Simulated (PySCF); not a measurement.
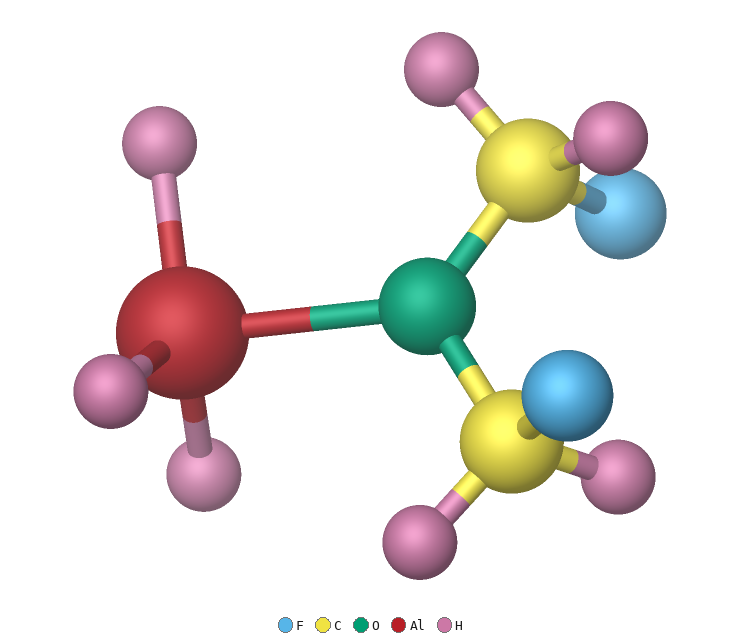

The geometry was computed by an optimisation with PBE0-D3(BJ)/def2-SVP. No frequency run is at hand to confirm it as a minimum.

Draw it as a skeletal formula.

SMILES: FC[O+]([AlH3-])CF

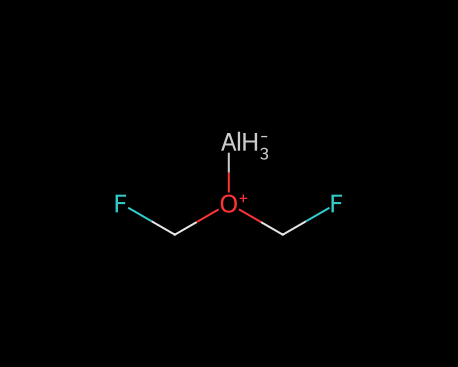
